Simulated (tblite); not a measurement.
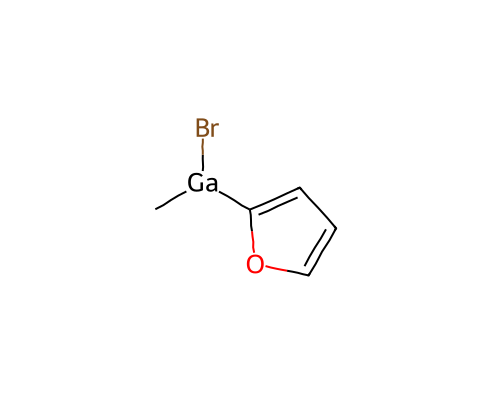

Source: calculation with tblite.

### Transcribe the drawing into SMILES.

[CH3][Ga]([Br])[c]1ccco1

### What is the molecular formula?

C5H6BrGaO.

### An optimisation with GFN2-xTB gave a structure of which point group?

C1. Other conformers may differ.
